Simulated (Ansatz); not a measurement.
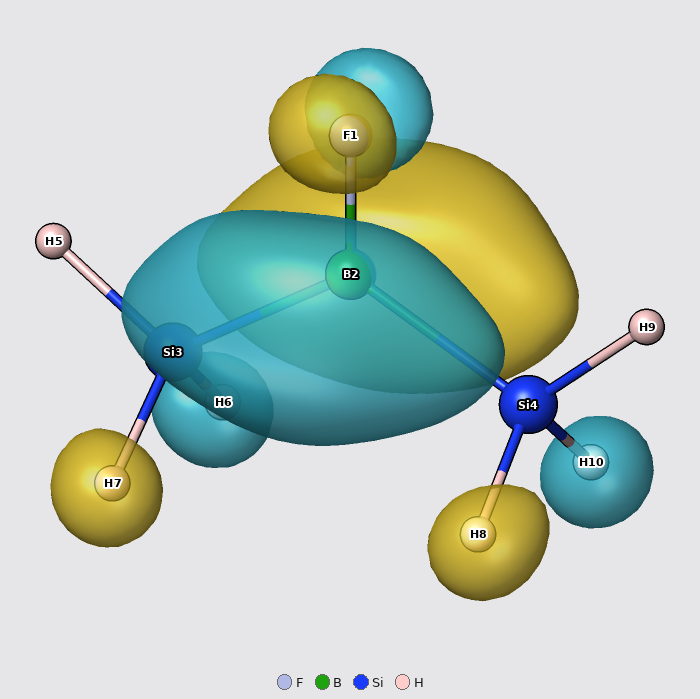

Figure. BFH₆Si₂. The LUMO at ±0.1 Å⁻³ᐟ² (yellow and cyan are the two phases), seen at a tilt.

Method: Ansatz 0.2.0, RKS B3LYP-D4/def2-SVP.

Input

```
crystal:
  periodic: [false, false, false]
  atoms:
    - { symbol: F, position_ang: [-1.0207, -1.3517, -1.452] }
    - { symbol: B, position_ang: [-0.384, -0.4656, -0.5169] }
    - { symbol: Si, position_ang: [-0.0422, 1.3907, -0.9674] }
    - { symbol: Si, position_ang: [0.2507, -1.1673, 1.194] }
    - { symbol: H, position_ang: [-0.5242, 1.6817, -2.3147] }
    - { symbol: H, position_ang: [-0.6633, 2.2778, 0.0315] }
    - { symbol: H, position_ang: [1.4699, 1.6169, -0.9178] }
    - { symbol: H, position_ang: [1.72015, -1.05235, 1.20391] }
    - { symbol: H, position_ang: [-0.09242, -2.66622, 1.24947] }
    - { symbol: H, position_ang: [-0.30596, -0.50365, 2.29502] }
basis:
  gaussian: { orbitals: def2-SVP }
hamiltonian:
  xc: b3lyp
  dispersion: d4
relax:
  f_tol: 0.015
  max_steps: 40
output:
  orbitals: {}
```

Run with:

```sh
ansatz run input.yaml --threads 2 --pin off --max-ram 3072MiB --backend cpu --events-out ev --progress --plain --runs-dir out
```

The fields are those of the relaxed geometry.

Q: What is the character of this orbital?

A: Its weight (Hirshfeld) is mainly on B2 (about 50 %) and F1 (about 10 %). Its energy is −2.26 eV.
